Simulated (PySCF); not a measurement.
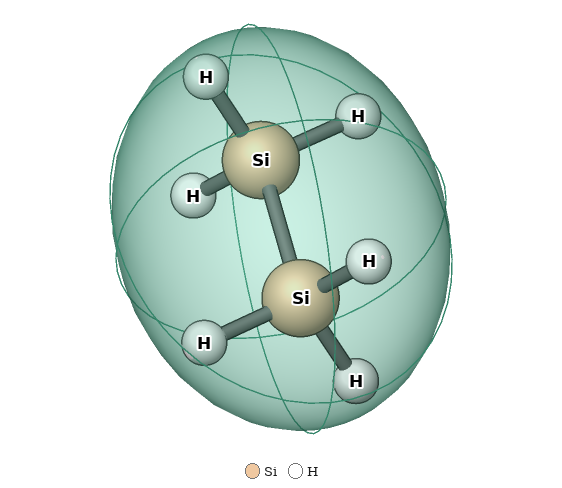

The ellipsoid shows the static dipole polarisability: its half-axes are proportional to the principal values. The computed structure is the end point of a PBE0-D3(BJ)/def2-SVP optimisation. No frequency run is at hand to confirm it as a minimum. Computed with PBE/def2-SVPD (PySCF 2.14.0).

Give the principal values, the mean and the anisotropy.

Answer. Principal values 57.8, 57.8, 77.8 bohr³; mean 64.5 bohr³ (9.56 Å³); anisotropy 20.0 bohr³, so the longest axis is 1.35 times the shortest.
